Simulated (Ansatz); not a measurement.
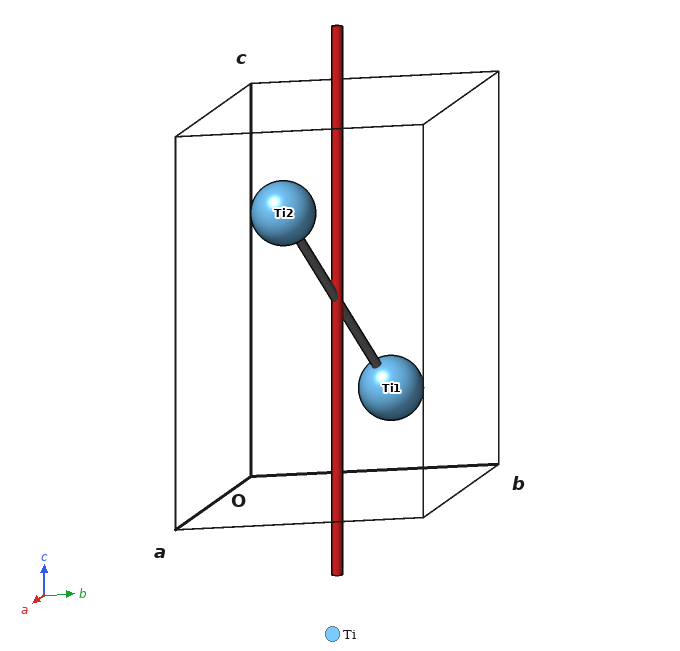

The coloured rod is the axis of a symmetry operation of the crystal. Crystal: Ti, the end point of a relaxation with DFT, LDA (PW92), plane waves (420 eV) with PAW, scalar-relativistic (Ansatz). The drawing is computed from the coordinates (standard cell, symmetry found to 0.002 Å).

a = 2.864 Å, b = 2.864 Å, c = 4.540 Å, α = 90.00°, β = 90.00°, γ = 120.00°.

```csv
atom,x,y,z
Ti1,0.3333,0.6667,0.2500
Ti2,0.6667,0.3333,0.7500
```

Take the operation x, y, z → −x+1, −y+1, z+1/2.

What kind of operation is it, and where does it lie?

Answer. It is a 2₁ screw rotation with translation (0, 0, 1/2), about the line along [0 0 1] through (1/2, 1/2, 1/2).

Onto which atom does it carry each atom (up to whole multiples of a, b and c)?

Answer. Ti1 → Ti2, Ti2 → Ti1.
